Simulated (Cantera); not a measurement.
Charge: 1 mol NaCl, 0.97 mol HF, 2.9 mol H2, at 8.40e-6 bar.

These are equilibrium values from Cantera (NASA tables, ideal gas, pure condensed phases), not measurements of a reactor. Candidate condensed phases: Na, NaCl, NaF; 23 gas species. Rates play no part.

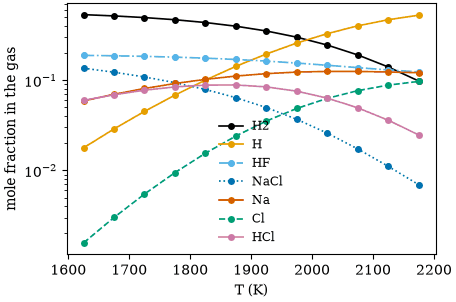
Figure: Equilibrium gas composition (values under 1e-9 drawn at 1e-9)

Q: Read off the mole fractions at 2075 K.

A: H about 0.40, H2 about 0.19, HF about 0.14, Na about 0.13, Cl about 0.077, HCl about 0.049, NaCl about 0.017.
